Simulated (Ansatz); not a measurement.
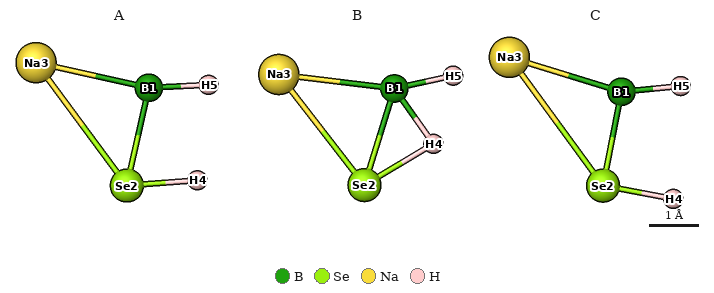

3 geometries from a converged minimum-energy path of NaBH2Se, shuffled. Style: ball-and-stick. Shown face on.

These are results of RKS B3LYP/def2-SVP (Ansatz), not measurements. Run with 9 movable images; climbing image; force threshold 0.05 eV/Å; iteration limit 36; starting path through a guess of the saddle point.

> Which frame is the transition state?

B. In order along the path, whose images run from 0 to 10: B (image 5, +80.2 kcal/mol), A (image 7, +68.7 kcal/mol), C (image 8, +57.0 kcal/mol). A hydrogen atom shifts from one atom to another. Breaking: B1–H4 (1.21 → 1.39 at the top → 2.73 Å). Forming: Se2–H4 (2.75 → 1.64 at the top → 1.50 Å).
